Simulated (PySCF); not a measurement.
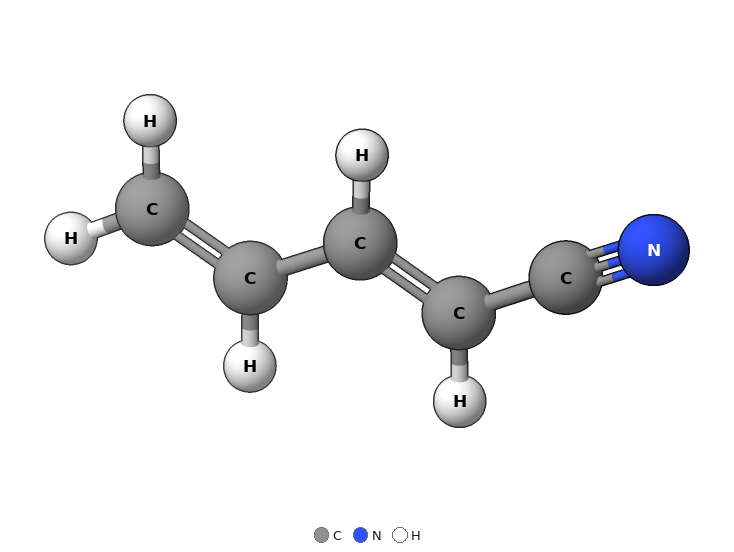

The picture shows a molecular structure as a ball-and-stick model. Double and triple bonds are drawn as two and three sticks.

The geometry was computed by an optimisation with PBE0-D3(BJ)/def2-SVP. No frequency run is at hand to confirm it as a minimum.

Question: Which formula does it have?

Answer: C5H5N, 11 atoms: 5 carbon, 5 hydrogen and 1 nitrogen.

Question: Name functional groups in it.

Answer: Among them: nitrile, alkene.

The parts below concern this one geometry. Atoms keep their numbers from picture to picture.

### Shape

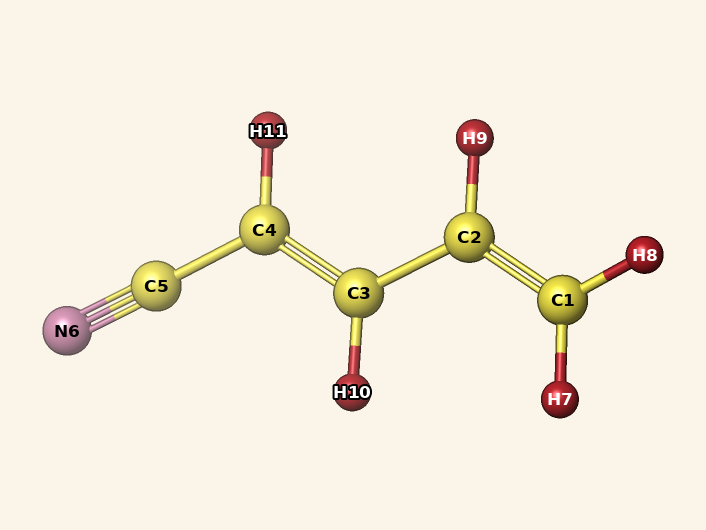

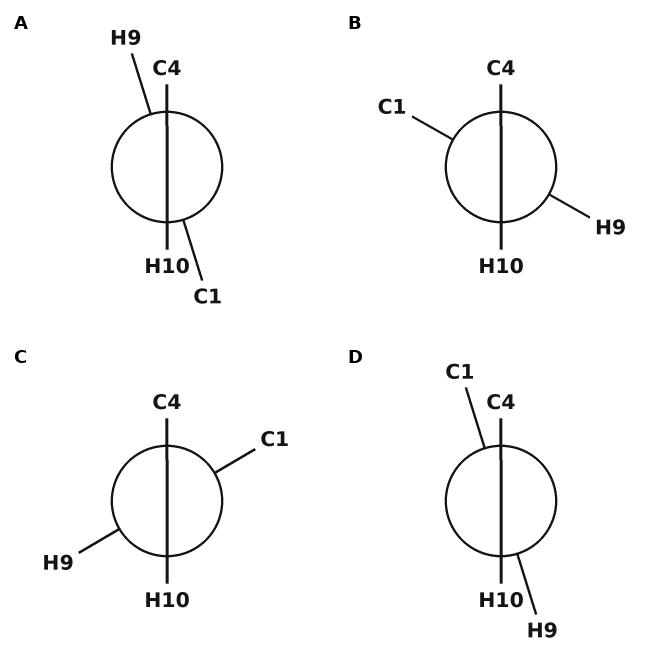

Atoms fade into the background with distance from the viewer. Bonds that would overlap in a projection are set slightly apart. No frequency run is at hand to confirm it as a minimum.

Question: Which Newman projection shows the view along C3–C2, with C3 in front?

Answer: A. The torsion angle C4–C3–C2–C1 is 180°, antiperiplanar (anti).

### Core levels

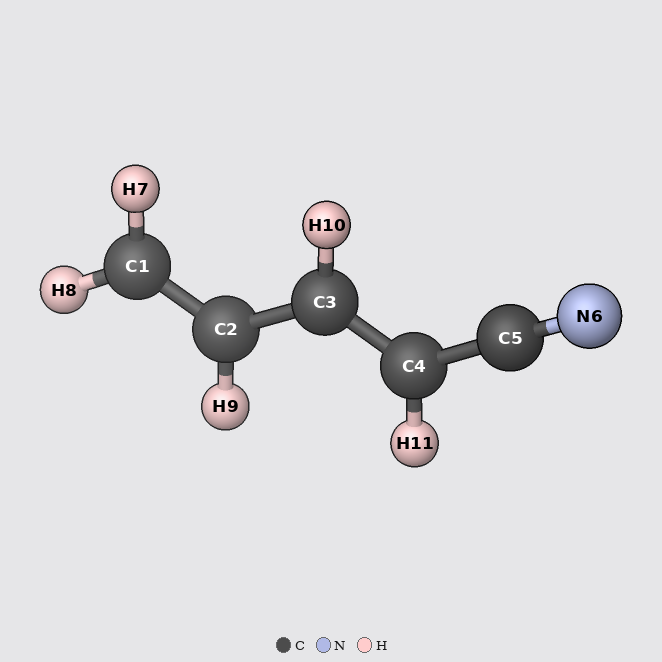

No frequency run is at hand to confirm it as a minimum. Method: delta-SCF UKS SCAN, pcX-2 on the ionised atom, pcseg-1 elsewhere, spin-free X2C (PySCF 2.14.0).

Give the core-electron binding energies (to vacuum) of C1 1s, C2 1s, C3 1s, C4 1s, C5 1s, N6 1s.

```json
{"atom": "C1", "level": "1s", "binding energy (eV)": "290.6"}
{"atom": "C2", "level": "1s", "binding energy (eV)": "291.4"}
{"atom": "C3", "level": "1s", "binding energy (eV)": "291.5"}
{"atom": "C4", "level": "1s", "binding energy (eV)": "291.5"}
{"atom": "C5", "level": "1s", "binding energy (eV)": "292.0"}
{"atom": "N6", "level": "1s", "binding energy (eV)": "404.5"}
```

### NMR shielding

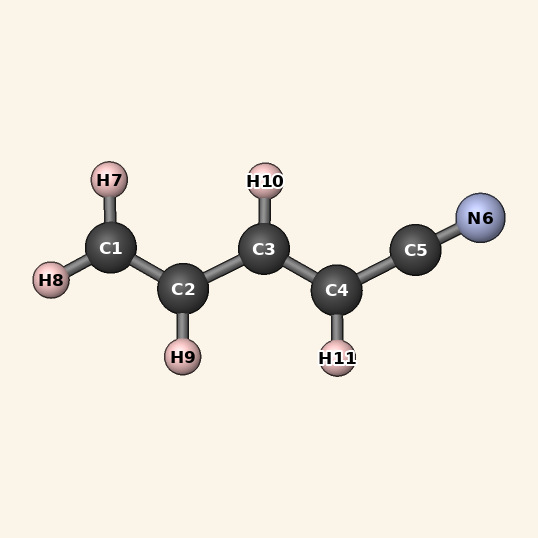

No frequency run is at hand to confirm it as a minimum. Method: GIAO PBE/pcSseg-2 NMR shielding, non-relativistic, gas phase (PySCF 2.14.0). Principal shieldings σ11 ≤ σ22 ≤ σ33, span Ω = σ33 − σ11, skew κ = 3(σiso − σ22)/Ω.

Question: Which C atom has the most anisotropic shielding?

Answer: C5, with a span of 342 ppm.

Give the shielding tensors of the C atoms.

```json
{"atom": "C1", "σ11": "−60.6", "σ22": "39.4", "σ33": "152.1", "σiso": "43.6", "Ω": "212.8", "κ": "0.06"}
{"atom": "C2", "σ11": "−79.8", "σ22": "33.0", "σ33": "141.7", "σiso": "31.6", "Ω": "221.5", "κ": "−0.02"}
{"atom": "C3", "σ11": "−95.4", "σ22": "15.8", "σ33": "135.5", "σiso": "18.6", "Ω": "230.9", "κ": "0.04"}
{"atom": "C4", "σ11": "−20.5", "σ22": "87.2", "σ33": "145.8", "σiso": "70.8", "Ω": "166.3", "κ": "−0.30"}
{"atom": "C5", "σ11": "−60.4", "σ22": "−58.2", "σ33": "281.6", "σiso": "54.3", "Ω": "342.0", "κ": "0.99"}
```

Shieldings and span in ppm.

### Electronic properties

No frequency run is at hand to confirm it as a minimum. Level of theory: CAM-B3LYP/def2-SVPD, gas phase (PySCF 2.14.0). Excitations: vertical, linear response.

Computed properties:

- dipole moment: 4.82 D
- HOMO energy (Kohn–Sham orbital): −8.66 eV
- LUMO energy (Kohn–Sham orbital): −1.19 eV
- HOMO–LUMO gap: 7.47 eV
- mean static polarisability: 74.9 bohr³
- lowest vertical singlet excitation: 5.24 eV
- its oscillator strength: 0.829
